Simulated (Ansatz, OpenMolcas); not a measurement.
# Exact exchange and the HOMO–LUMO gap of CuOH

CuOH: 3 atoms, total charge 0, spin state singlet. SMILES: `[Cu]O`. The coordinates come from a PBE0-D4/def2-TZVP relaxation.

The HOMO–LUMO gap y, in eV, basis cc-pVTZ; a is the functional's share of exact exchange. Programs: Ansatz 0.2.0, OpenMolcas 26.06.

```
functional     program     a  y (eV)
      BLYP      Ansatz     0    1.56
       PBE      Ansatz     0    1.63
     B3LYP  OpenMolcas   0.2       ?
      PBE0  OpenMolcas  0.25    4.15
     BHLYP  OpenMolcas   0.5    6.32
```

Q: Fit y = c + s·a to the known rows and predict B3LYP.

A: 
1. Means of the 4 rows: a = 0.1875, y = 3.415.
2. Σ(Δa)² = 0.17188, Σ(Δa·Δy) = 1.6363, so the slope is 1.6363/0.17188 = 9.52.
3. Intercept: 3.415 − (9.52) × 0.1875 = 1.630. The largest residual of the fit is 0.14.
4. B3LYP: 1.630 + (9.52) × 0.2 = 3.53 eV.

The run gave 3.58 eV, so the prediction is off by -0.05 eV, within the largest residual. Exact exchange lowers occupied levels and raises empty ones.

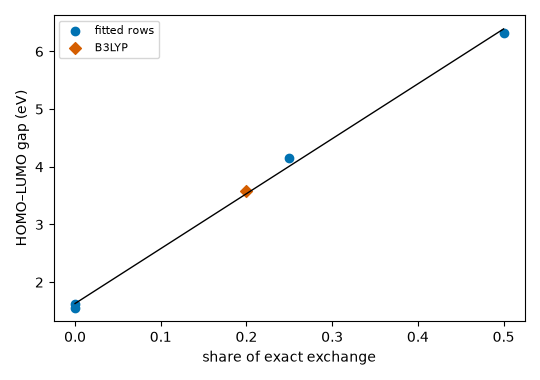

The fitted line, with the withheld row.
